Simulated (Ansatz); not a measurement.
# CH5B: composite energy at a relaxed geometry in Python

A script is to give a composite energy at a relaxed geometry; the system is CH5B. SMILES: BC.

Program: Ansatz 0.2.0, driven from Python. The levels of theory stand in the script. These are calculated values, not measurements.

### 1 The structure

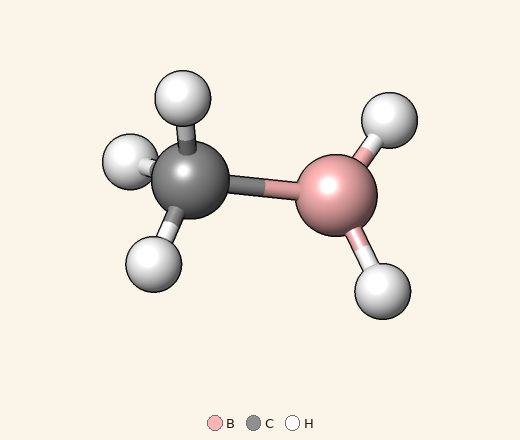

The starting structure, viewed from a chosen angle; boron pink, carbon grey, hydrogen white.

Input file ch5b.xyz:

```xyz
7

B    -0.21140   -0.91000    0.04540
C     0.18190    0.65250   -0.03340
H     0.40650   -1.66140    0.53930
H    -1.21590   -1.19270   -0.43900
H     0.32260    1.03890    0.97940
H     1.14330    0.75190   -0.58780
H    -0.56580    1.25270   -0.54950
```

### 2 Script

Contents of composite.py:

```python
"""Relax CH5B cheaply, then refine its energy."""

import itertools

import ansatz
from ase.data import atomic_numbers, covalent_radii
import numpy as np


def main() -> None:
    geometry = ansatz.Crystal.molecule_from_extxyz("ch5b.xyz")

    calc = (
        geometry.calculation()
        .basis(gaussian="def2-SVP")
        .functional("r2scan", dispersion="d4")
    )
    symbols = [site.symbol for site in geometry.cartesian_sites]
    start = np.array([site.position_ang for site in geometry.cartesian_sites], dtype=float)
    data = calc.relax(force_tolerance=0.01).run(threads=1, pin="off").report
    end = np.array(data["positions_ang"])
    # pairs closer than 1.2 times the sum of covalent radii, before or after
    radius = [covalent_radii[atomic_numbers[s]] for s in symbols]
    span = lambda where, i, j: np.linalg.norm(where[i] - where[j])
    bonded = [(i, j) for i, j in itertools.combinations(range(len(symbols)), 2) if min(span(start, i, j), span(end, i, j)) < 1.2 * (radius[i] + radius[j])]
    print("pair        before    after (A)")
    for i, j in bonded:
        print(f"{symbols[i]}{i}-{symbols[j]}{j}".ljust(10), f"{span(start, i, j):8.4f} {span(end, i, j):8.4f}")
    for first, second in list(itertools.combinations(bonded, 2)):
        shared = set(first) & set(second)
        if shared and symbols[(j := shared.pop())] != "H":
            i, k = sorted((set(first) | set(second)) - {j})
            u, v = end[i] - end[j], end[k] - end[j]
            angle = np.degrees(np.arccos(np.clip(u @ v / np.linalg.norm(u) / np.linalg.norm(v), -1, 1)))
            print(f"final angle {symbols[i]}{i}-{symbols[j]}{j}-{symbols[k]}{k}: {angle:.2f} deg")

    minimum = ansatz.Crystal.molecule()
    for symbol, place in zip(symbols, end):
        minimum = minimum.atom(symbol, place.tolist())
    at_minimum = minimum.calculation()
    # MP2 extrapolated to the basis limit, plus the small-basis difference CCSD(T) - MP2
    level = lambda method, basis: at_minimum.basis(gaussian=basis).correlation(method).run(threads=1, pin="off").report
    small, large, cluster = level("mp2", "cc-pVDZ"), level("mp2", "cc-pVTZ"), level("ccsd_t", "cc-pVDZ")
    corr = lambda each: (each["free_energy_ev"] - each["reference_energy_ev"]) / 27.211386246
    mp2_limit = (27 * corr(large) - 8 * corr(small)) / 19
    pieces = {"HF / cc-pVTZ": large["reference_energy_ev"] / 27.211386246, "MP2 correlation, DZ-TZ limit": mp2_limit, "CCSD(T) - MP2 / cc-pVDZ": corr(cluster) - corr(small)}
    for name, value in pieces.items():
        print(f"{name:32s} {value:14.6f} Ha")
    print(f"{'sum':32s} {sum(pieces.values()):14.6f} Ha")
    print("T1 diagnostic", round(cluster["correlation"]["coupled_cluster"]["t1_diagnostic"], 4))


if __name__ == "__main__":
    main()
```

### 3 What the engine is handed

The package turns the script's settings into the engine's input (first run):

```yaml
crystal:
  periodic: [false, false, false]
  atoms:
    - { symbol: B, position_ang: [-0.2114, -0.91, 0.0454] }
    - { symbol: C, position_ang: [0.1819, 0.6525, -0.0334] }
    - { symbol: H, position_ang: [0.4065, -1.6614, 0.5393] }
    - { symbol: H, position_ang: [-1.2159, -1.1927, -0.439] }
    - { symbol: H, position_ang: [0.3226, 1.0389, 0.9794] }
    - { symbol: H, position_ang: [1.1433, 0.7519, -0.5878] }
    - { symbol: H, position_ang: [-0.5658, 1.2527, -0.5495] }
basis:
  gaussian:
    orbitals: def2-SVP
hamiltonian:
  xc: r2scan
  dispersion: d4
relax:
  f_tol: 0.01
```

### 4 Running it

Launch:

```bash
python composite.py
```

The log of the run:

```text
pair        before    after (A)
B0-C1        1.6132   1.5524
B0-H2        1.0910   1.2111
B0-H3        1.1505   1.2112
C1-H4        1.0931   1.1002
C1-H5        1.1142   1.1135
C1-H6        1.0889   1.1001
final angle C1-B0-H2: 120.87 deg
final angle C1-B0-H3: 120.97 deg
final angle B0-C1-H4: 115.66 deg
final angle B0-C1-H5: 102.17 deg
final angle B0-C1-H6: 115.83 deg
final angle H2-B0-H3: 118.03 deg
final angle H4-C1-H5: 105.46 deg
final angle H4-C1-H6: 110.68 deg
final angle H5-C1-H6: 105.55 deg
HF / cc-pVTZ                         -65.465486 Ha
MP2 correlation, DZ-TZ limit          -0.310980 Ha
CCSD(T) - MP2 / cc-pVDZ               -0.043012 Ha
sum                                  -65.819478 Ha
T1 diagnostic 0.0079
```

Run time: 21 s. Hardware: 1 thread of Arm Neoverse V1, shared host; peak memory 0.24 GiB.

### 5 Path of the relaxation of run 0

The steps of the relaxation:

```
step  energy from step 1 (eV)  largest force component (eV/Å)
   1                   0.0000                          4.1865
   2                  -0.2813                          1.3157
   3                  -0.2566                          0.5837
   4                  -0.3162                          0.3847
   5                  -0.3229                          0.2042
   6                  -0.3313                          0.0383
   7                  -0.3176                          0.4763
   8                  -0.3336                          0.0615
   9                  -0.3331                          0.0831
  10                  -0.3346                          0.0130
  11                  -0.3347                          0.0074
```

Step 1 is the start. Steps 3, 7, 9 were tried and not accepted.

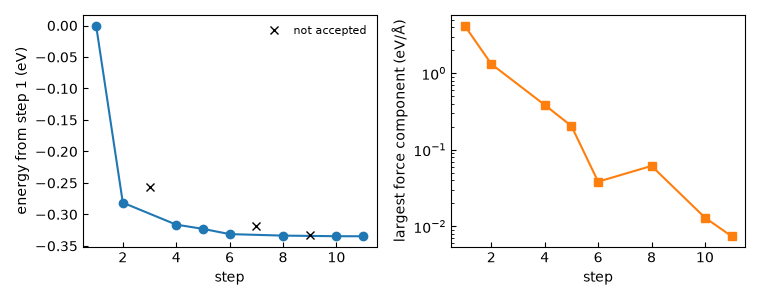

Energy and largest force along the relaxation.

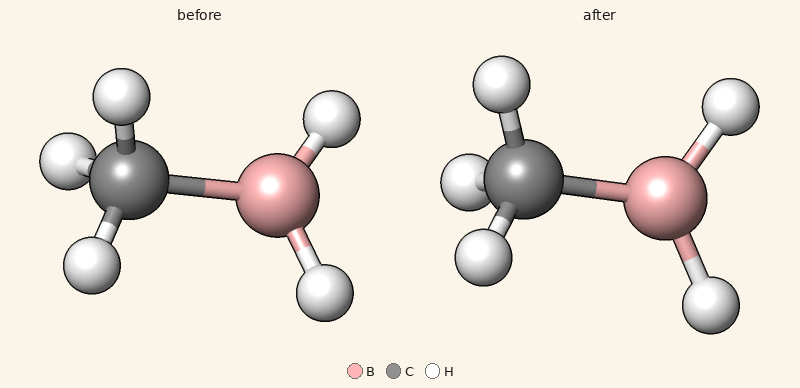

Before and after, at one scale.

Before: Bond lengths: B1–C2 1.613 Å, B1–H3 1.091 Å, B1–H4 1.150 Å, C2–H5 1.093 Å, C2–H6 1.114 Å, C2–H7 1.089 Å. Angles: B1–C2–H5 109.2°, B1–C2–H6 108.7°, B1–C2–H7 112.9°, H5–C2–H6 108.6°, H5–C2–H7 109.4°, H6–C2–H7 107.9°, C2–B1–H3 123.4°, C2–B1–H4 115.5°, H3–B1–H4 121.1°.

After: Bond lengths: B1–C2 1.552 Å, B1–H3 1.211 Å, B1–H4 1.211 Å, C2–H5 1.100 Å, C2–H6 1.114 Å, C2–H7 1.100 Å. Angles: B1–C2–H5 115.7°, B1–C2–H6 102.2°, B1–C2–H7 115.8°, H5–C2–H6 105.5°, H5–C2–H7 110.7°, H6–C2–H7 105.6°, C2–B1–H3 120.9°, C2–B1–H4 121.0°, H3–B1–H4 118.0°.

Run 0 is this relaxation; the runs after it count from 1.

### 6 The runs side by side

One row for each of the 3 runs:

```tsv
run	basis	method	energy (eV)	iterations in all	CPU time (s)
1	cc-pVDZ	mp2	-1787.2791	11	0.22
2	cc-pVTZ	mp2	-1789.2579	11	1.1
3	cc-pVDZ	ccsd_t	-1788.4495	16	0.62
```

### 7 What came out

```
        quantity          value
   T1 diagnostic         0.0079
composite energy  -65.819478 Ha
   runs compared              3
```

In words: All 3 runs converged (11 to 16 cycles). A T1 diagnostic under about 0.02 supports a single-reference treatment, as here. Run 0: After 7 moves the largest shift is 0.345 Å, of atom 4 (H). Notes:
- The sum leaves out core correlation, relativity, the Hartree-Fock basis error and zero-point energy; a DZ-TZ extrapolation is rough.
- Inner cores stay frozen, so this is valence correlation.
- An extrapolation from small basis sets is rough.
